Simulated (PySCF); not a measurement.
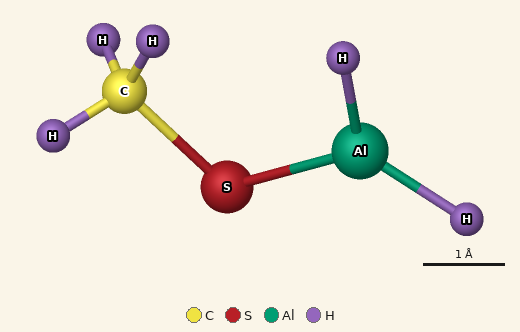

**Figure 1.** The structure as given in the input (ball-and-stick view, seen at a tilt). Sticks mark near contacts.

## Geometry relaxation of CH$_{5}$AlS (part 1 of 4)

System: CH$_{5}$AlS, SMILES C[S][AlH2].
Method: MP2/STO-3G, RHF (PySCF 2.14.0).

The geometry comes from this level: PBE0-D4/def2-TZVP.

### Input file (run.py)
```python
# C[S][AlH2]
from pyscf import gto, mp
from pyscf.geomopt.geometric_solver import kernel as optimise

molecule = gto.Mole()
molecule.atom = '''
C     -1.369296     1.990260    -0.951666
S     -2.059613    -0.836771     0.887793
Al     1.624598    -2.593460     1.231723
H     -2.463636     1.929221    -2.693994
H      0.632869     2.126509    -1.412570
H     -1.927710     3.642636     0.141163
H      3.946315    -1.204322    -0.052156
H      1.790704    -5.162354     2.744260
'''
molecule.unit = 'bohr'
molecule.basis = 'sto-3g'
molecule.charge = 0
molecule.max_memory = 1860
molecule.spin = 0
molecule.verbose = 3
molecule.build()

mf = molecule.RHF()
mf.conv_tol = 1e-10
mf.kernel()
if not mf.converged:
    mf = mf.newton().run(mf.mo_coeff, mf.mo_occ)
pt = mp.MP2(mf, frozen=11).run()
converged, mol_eq = optimise(pt, maxsteps=60, convergence_set='GAU_TIGHT')
print('converged:', converged)
print(mol_eq.tostring())

mf.reset(mol_eq)
molecule = mol_eq
mf.kernel()
if not mf.converged:
    mf = mf.newton().run(mf.mo_coeff, mf.mo_occ)
pt = mp.MP2(mf, frozen=11).run()
energy = pt.e_tot
print('E(%s) = %.9f' % ('MP2', energy))
```

Run as:
```bash
OMP_NUM_THREADS=1 python run.py
```

### What the program printed
```
converged SCF energy = -672.525355381759
E(RMP2) = -672.63195356787  E_corr = -0.106598186110409
E(SCS-RMP2) = -672.644990530967  E_corr = -0.119635149207494

#|     Arguments passed to driver run_optimizer():      |#
convergence_set           GAU_TIGHT
customengine              <pyscf.geomopt.geometric_solver.PySCFEngine object>
maxiter                   60
----------------------------------------------------------
Custom engine selected.
Bonds will be generated from interatomic distances less than 1.20 times sum of covalent radii
24 internal coordinates being used (instead of 24 Cartesians)
Internal coordinate system (atoms numbered from 1):
Distance 1-2
Distance 1-4
Distance 1-5
Distance 1-6
Distance 2-3
Distance 3-7
Distance 3-8
Angle 2-1-4
Angle 2-1-5
Angle 2-1-6
Angle 4-1-5
Angle 4-1-6
Angle 5-1-6
Angle 1-2-3
Angle 2-3-8
Angle 7-3-8
Out-of-Plane 3-2-7-8
Dihedral 4-1-2-3
Dihedral 5-1-2-3
Dihedral 6-1-2-3
Dihedral 1-2-3-7
Dihedral 1-2-3-8
Translation-X 1-8
Translation-Y 1-8
Translation-Z 1-8
Rotation-A 1-8
Rotation-B 1-8
Rotation-C 1-8
<class 'geometric.internal.Distance'> : 7
<class 'geometric.internal.Angle'> : 9
<class 'geometric.internal.OutOfPlane'> : 1
<class 'geometric.internal.Dihedral'> : 5
<class 'geometric.internal.TranslationX'> : 1
<class 'geometric.internal.TranslationY'> : 1
<class 'geometric.internal.TranslationZ'> : 1
<class 'geometric.internal.RotationA'> : 1
<class 'geometric.internal.RotationB'> : 1
<class 'geometric.internal.RotationC'> : 1
> ===== Optimization Info: ====
> Job type: Energy minimization
> Maximum number of optimization cycles: 60
> Initial / maximum trust radius (Angstrom): 0.100 / 0.300
> Convergence Criteria:
> Will converge when all 5 criteria are reached:
>  |Delta-E| < 1.00e-06
>  RMS-Grad  < 1.00e-05
>  Max-Grad  < 1.50e-05
>  RMS-Disp  < 4.00e-05
>  Max-Disp  < 6.00e-05
> === End Optimization Info ===

Geometry optimization cycle 1
Cartesian coordinates (Angstrom)
 Atom        New coordinates             dX        dY        dZ
   C  -0.724600   1.053200  -0.503600    0.000000  0.000000  0.000000
   S  -1.089900  -0.442800   0.469800    0.000000  0.000000  0.000000
  Al   0.859700  -1.372400   0.651800    0.000000  0.000000  0.000000
   H  -1.303700   1.020900  -1.425600    0.000000  0.000000  0.000000
   H   0.334900   1.125300  -0.747500    0.000000  0.000000  0.000000
   H  -1.020100   1.927600   0.074700    0.000000  0.000000  0.000000
   H   2.088300  -0.637300  -0.027600    0.000000  0.000000  0.000000
   H   0.947600  -2.731800   1.452200    0.000000  0.000000  0.000000
converged SCF energy = -672.525355381759
E(RMP2_Scanner) = -672.631953565182  E_corr = -0.106598183423321
E(SCS-RMP2_Scanner) = -672.644990528488  E_corr = -0.119635146729016
--------------- RMP2_Scanner gradients ---------------
         x                y                z
0 C     0.0011259544     0.0190085546    -0.0116233586
1 S    -0.0225901195     0.0199420326    -0.0076527620
2 Al    -0.0033919629    -0.0010596859     0.0013033105
3 H     0.0043969897    -0.0053277092     0.0119365302
4 H    -0.0104312421    -0.0057293058     0.0054241536
5 H     0.0018401673    -0.0135902485    -0.0017323487
6 H     0.0279339489     0.0187329284    -0.0166576850
7 H     0.0011162642    -0.0319765662     0.0190021599
----------------------------------------------
cycle 1: E = -672.631953565  dE = -672.632  norm(grad) = 0.0694583
Step    0 : Gradient = 2.456e-02/3.753e-02 (rms/max) Energy = -672.6319535652
Hessian Eigenvalues: 2.30000e-02 2.30000e-02 3.13907e-02 ... 3.48590e-01 3.48985e-01 3.49069e-01

Geometry optimization cycle 2
Cartesian coordinates (Angstrom)
 Atom        New coordinates             dX        dY        dZ
   C  -0.707321   1.010268  -0.481045    0.017279 -0.042933  0.022555
   S  -1.060129  -0.503087   0.500127    0.029771 -0.060287  0.030327
  Al   0.849900  -1.346275   0.637737   -0.009800  0.026125 -0.014062
   H  -1.284533   1.014093  -1.426676    0.019167 -0.006807 -0.001076
   H   0.360174   1.125794  -0.752112    0.025274  0.000494 -0.004612
   H  -1.001205   1.921700   0.076014    0.018895 -0.005900  0.001314
   H   1.980196  -0.696661   0.028159   -0.108104 -0.059361  0.055759
   H   0.955118  -2.583132   1.361995    0.007519  0.148669 -0.090205
converged SCF energy = -672.535459556642
E(RMP2_Scanner) = -672.639798608812  E_corr = -0.104339052170753
E(SCS-RMP2_Scanner) = -672.652177116533  E_corr = -0.116717559891004
--------------- RMP2_Scanner gradients ---------------
         x                y                z
0 C     0.0010616160     0.0009245666    -0.0007841138
1 S    -0.0005979488    -0.0061380724     0.0038227980
2 Al     0.0212605292    -0.0090831923     0.0013553024
3 H    -0.0006218244     0.0007825373    -0.0016611080
4 H     0.0015533712     0.0008678553    -0.0008218741
5 H    -0.0002694313     0.0019119731     0.0002175099
6 H    -0.0201756094    -0.0123519138     0.0113428760
7 H    -0.0022107025     0.0230862462    -0.0134713904
----------------------------------------------
cycle 2: E = -672.639798609  dE = -0.00784504  norm(grad) = 0.0448397
Step    1 : Displace = 8.599e-02/1.741e-01 (rms/max) Trust = 1.000e-01 (=) Grad = 1.585e-02/2.682e-02 (rms/max) E (change) = -672.6397986088 (-7.845e-03) Quality = 0.562
Hessian Eigenvalues: 2.30000e-02 2.30000e-02 3.13907e-02 ... 3.47520e-01 3.48739e-01 3.49030e-01

Geometry optimization cycle 3
Cartesian coordinates (Angstrom)
 Atom        New coordinates             dX        dY        dZ
   C  -0.709833   1.014322  -0.482934   -0.002512  0.004054 -0.001889
   S  -1.065868  -0.491797   0.494380   -0.005738  0.011289 -0.005747
  Al   0.838519  -1.347651   0.640745   -0.011381 -0.001377  0.003007
   H  -1.285762   1.016804  -1.428015   -0.001229  0.002711 -0.001339
   H   0.357630   1.125388  -0.751028   -0.002544 -0.000406  0.001084
   H  -1.002839   1.924391   0.074533   -0.001634  0.002691 -0.001481
   H   2.008905  -0.660901   0.000711    0.028710  0.035760 -0.027448
   H   0.951446  -2.637855   1.395808   -0.003672 -0.054723  0.033813
converged SCF energy = -672.536608189865
E(RMP2_Scanner) = -672.642276453742  E_corr = -0.105668263876826
E(SCS-RMP2_Scanner) = -672.654864818488  E_corr = -0.118256628622486
--------------- RMP2_Scanner gradients ---------------
         x                y                z
0 C     0.0003348735    -0.0003853151     0.0001608118
1 S     0.0006123306    -0.0020071799     0.0010866756
2 Al    -0.0047719591     0.0027582751    -0.0007315566
3 H    -0.0003601630     0.0003009056    -0.0008515514
4 H     0.0007721446     0.0003384473    -0.0003526231
5 H    -0.0001564227     0.0009424138     0.0002066841
6 H     0.0035100107     0.0023957953    -0.0021207450
7 H     0.0000591854    -0.0043433422     0.0026023046
----------------------------------------------
cycle 3: E = -672.642276454  dE = -0.00247784  norm(grad) = 0.00936586
Step    2 : Displace = 3.041e-02/6.436e-02 (rms/max) Trust = 1.000e-01 (=) Grad = 3.311e-03/5.560e-03 (rms/max) E (change) = -672.6422764537 (-2.478e-03) Quality = 0.783
Hessian Eigenvalues: 2.29999e-02 2.30000e-02 3.13907e-02 ... 3.45533e-01 3.48735e-01 3.49029e-01

Geometry optimization cycle 4
Cartesian coordinates (Angstrom)
 Atom        New coordinates             dX        dY        dZ
   C  -0.711188   1.016438  -0.483896   -0.001355  0.002116 -0.000962
   S  -1.063422  -0.487525   0.491374    0.002445  0.004272 -0.003005
  Al   0.842483  -1.349297   0.640912    0.003964 -0.001646  0.000168
   H  -1.287990   1.015919  -1.426710   -0.002228 -0.000885  0.001305
   H   0.355001   1.127223  -0.751344   -0.002629  0.001835 -0.000316
   H  -1.005522   1.923220   0.075268   -0.002683 -0.001171  0.000736
   H   2.010295  -0.672567   0.007184    0.001390 -0.011666  0.006472
   H   0.952542  -2.630710   1.391412    0.001096  0.007145 -0.004397
converged SCF energy = -672.537252288639
E(RMP2_Scanner) = -672.642388294932  E_corr = -0.105136006293389
E(SCS-RMP2_Scanner) = -672.65492729019  E_corr = -0.117675001551623
--------------- RMP2_Scanner gradients ---------------
         x                y                z
0 C    -0.0000009900     0.0000639409    -0.0000341513
1 S    -0.0004576324     0.0007443765    -0.0003691099
2 Al     0.0003025715    -0.0001078976     0.0000123596
3 H     0.0000217534    -0.0001644619     0.0002013950
4 H    -0.0001464998    -0.0001911826     0.0001393717
5 H     0.0000003303    -0.0002530848     0.0000495834
6 H     0.0003442239     0.0002123709    -0.0001944673
7 H    -0.0000637569    -0.0003040613     0.0001950187
----------------------------------------------
cycle 4: E = -672.642388295  dE = -0.000111841  norm(grad) = 0.00124754
Step    3 : Displace = 6.494e-03/1.349e-02 (rms/max) Trust = 1.414e-01 (+) Grad = 4.411e-04/9.486e-04 (rms/max) E (change) = -672.6423882949 (-1.118e-04) Quality = 1.013
Hessian Eigenvalues: 2.29989e-02 2.30000e-02 3.13907e-02 ... 3.48726e-01 3.49028e-01 3.51567e-01

Geometry optimization cycle 5
Cartesian coordinates (Angstrom)
 Atom        New coordinates             dX        dY        dZ
   C  -0.710826   1.016188  -0.483777    0.000361 -0.000250  0.000119
   S  -1.062755  -0.488960   0.492237    0.000667 -0.001435  0.000863
  Al   0.841746  -1.350090   0.641483   -0.000737 -0.000793  0.000570
   H  -1.287354   1.016524  -1.427061    0.000636  0.000605 -0.000351
   H   0.355296   1.128575  -0.751953    0.000295  0.001352 -0.000609
   H  -1.005285   1.923731   0.074594    0.000238  0.000511 -0.000675
   H   2.007306  -0.672533   0.007504   -0.002989  0.000035  0.000321
   H   0.954071  -2.630734   1.391173    0.001528 -0.000024 -0.000238
converged SCF energy = -672.53722861351
E(RMP2_Scanner) = -672.642390652424  E_corr = -0.105162038913739
E(SCS-RMP2_Scanner) = -672.654927178112  E_corr = -0.117698564601815
--------------- RMP2_Scanner gradients ---------------
         x                y                z
0 C     0.0000030290     0.0000858795    -0.0000496587
1 S     0.0001231032    -0.0002391472     0.0001116317
2 Al     0.0000562100    -0.0000378930     0.0000180010
3 H     0.0000266525     0.0000638311    -0.0000053043
4 H    -0.0000349701     0.0000599358    -0.0000335528
5 H     0.0000228881     0.0000325977    -0.0000582703
6 H    -0.0001720579    -0.0000199633     0.0000452030
7 H    -0.0000248547     0.0000547595    -0.0000280497
----------------------------------------------
cycle 5: E = -672.642390652  dE = -2.35749e-06  norm(grad) = 0.000389567
Step    4 : Displace = 1.594e-03/3.001e-03 (rms/max) Trust = 2.000e-01 (+) Grad = 1.377e-04/2.912e-04 (rms/max) E (change) = -672.6423906524 (-2.357e-06) Quality = 0.662
Hessian Eigenvalues: 2.29660e-02 2.30001e-02 3.13907e-02 ... 3.48270e-01 3.49022e-01 3.49961e-01

Geometry optimization cycle 6
Cartesian coordinates (Angstrom)
 Atom        New coordinates             dX        dY        dZ
   C  -0.710997   1.016119  -0.483672   -0.000171 -0.000069  0.000105
   S  -1.063125  -0.488607   0.492218   -0.000370  0.000354 -0.000019
  Al   0.841738  -1.349394   0.641035   -0.000007  0.000696 -0.000448
   H  -1.287437   1.016148  -1.427045   -0.000082 -0.000375  0.000016
   H   0.355296   1.128143  -0.751496   -0.000000 -0.000432  0.000457
   H  -1.005578   1.923597   0.074797   -0.000294 -0.000134  0.000204
   H   2.008784  -0.673227   0.007482    0.001478 -0.000695 -0.000023
   H   0.953517  -2.630079   1.390880   -0.000554  0.000655 -0.000293
converged SCF energy = -672.53722807851
E(RMP2_Scanner) = -672.642391053096  E_corr = -0.105162974586082
E(SCS-RMP2_Scanner) = -672.654927887386  E_corr = -0.117699808875993
--------------- RMP2_Scanner gradients ---------------
         x                y                z
0 C    -0.0000022419    -0.0000305803     0.0000216987
1 S     0.0000152496    -0.0000411439     0.0000124189
2 Al    -0.0000213103     0.0000302677    -0.0000072975
3 H    -0.0000128335     0.0000015047    -0.0000152326
4 H     0.0000249473     0.0000013100    -0.0000096630
5 H    -0.0000016891     0.0000180001     0.0000105022
6 H     0.0000203999    -0.0000138534     0.0000039253
7 H    -0.0000225220     0.0000344950    -0.0000163521
----------------------------------------------
cycle 6: E = -672.642391053  dE = -4.00672e-07  norm(grad) = 9.51617e-05
Step    5 : Displace = 8.039e-04/1.635e-03 (rms/max) Trust = 2.000e-01 (=) Grad = 3.364e-05/4.560e-05 (rms/max) E (change) = -672.6423910531 (-4.007e-07) Quality = 0.936
Hessian Eigenvalues: 2.27367e-02 2.29999e-02 3.13906e-02 ... 3.48793e-01 3.49031e-01 3.63099e-01

Geometry optimization cycle 7
Cartesian coordinates (Angstrom)
 Atom        New coordinates             dX        dY        dZ
   C  -0.710900   1.016179  -0.483691    0.000097  0.000060 -0.000019
   S  -1.063208  -0.488407   0.492266   -0.000083  0.000200  0.000048
  Al   0.841613  -1.349630   0.641161   -0.000125 -0.000236  0.000127
   H  -1.287163   1.016068  -1.427138    0.000274 -0.000081 -0.000093
   H   0.355424   1.128116  -0.751279    0.000128 -0.000027  0.000217
   H  -1.005594   1.923652   0.074669   -0.000016  0.000055 -0.000129
   H   2.008102  -0.672864   0.007223   -0.000682  0.000363 -0.000259
   H   0.953926  -2.630414   1.390989    0.000409 -0.000335  0.000109
converged SCF energy = -672.537231104445
E(RMP2_Scanner) = -672.642391082914  E_corr = -0.10515997846964
E(SCS-RMP2_Scanner) = -672.654928028864  E_corr = -0.117696924418731
--------------- RMP2_Scanner gradients ---------------
         x                y                z
0 C    -0.0000048974    -0.0000029527     0.0000059826
1 S    -0.0000109253     0.0000324172    -0.0000273545
2 Al     0.0000285063    -0.0000018696     0.0000024175
3 H    -0.0000050078    -0.0000069943     0.0000048505
4 H     0.0000006288    -0.0000095856     0.0000013431
5 H     0.0000021206    -0.0000044625     0.0000070150
6 H    -0.0000040813     0.0000105045    -0.0000059953
7 H    -0.0000063437    -0.0000170570     0.0000117412
----------------------------------------------
cycle 7: E = -672.642391083  dE = -2.98181e-08  norm(grad) = 6.08782e-05
Step    6 : Displace = 3.999e-04/8.183e-04 (rms/max) Trust = 2.828e-01 (+) Grad = 2.152e-05/4.380e-05 (rms/max) E (change) = -672.6423910829 (-2.982e-08) Quality = 0.519
Hessian Eigenvalues: 2.07133e-02 2.29997e-02 3.13893e-02 ... 3.48948e-01 3.49000e-01 3.52360e-01

Geometry optimization cycle 8
Cartesian coordinates (Angstrom)
 Atom        New coordinates             dX        dY        dZ
   C  -0.710915   1.016204  -0.483664   -0.000015  0.000025  0.000027
   S  -1.063185  -0.488378   0.492411    0.000023  0.000029  0.000145
  Al   0.841592  -1.349650   0.641138   -0.000021 -0.000020 -0.000024
   H  -1.287038   1.015990  -1.427196    0.000125 -0.000078 -0.000058
   H   0.355418   1.128290  -0.751141   -0.000006  0.000174  0.000138
   H  -1.005787   1.923706   0.074550   -0.000192  0.000054 -0.000118
   H   2.008157  -0.673069   0.007152    0.000055 -0.000205 -0.000071
   H   0.953958  -2.630393   1.390951    0.000032  0.000022 -0.000039
converged SCF energy = -672.537230422978
E(RMP2_Scanner) = -672.642391099396  E_corr = -0.105160676418747
E(SCS-RMP2_Scanner) = -672.654928067835  E_corr = -0.117697644857798
--------------- RMP2_Scanner gradients ---------------
         x                y                z
0 C     0.0000000397     0.0000056645     0.0000000138
1 S    -0.0000049000    -0.0000033161    -0.0000074980
2 Al     0.0000087141    -0.0000038558     0.0000079358
3 H    -0.0000011885     0.0000017199     0.0000047850
4 H    -0.0000046109    -0.0000016835    -0.0000026762
5 H     0.0000046790    -0.0000008134    -0.0000013764
6 H    -0.0000004808     0.0000029457    -0.0000022304
7 H    -0.0000022527    -0.0000006613     0.0000010465
```
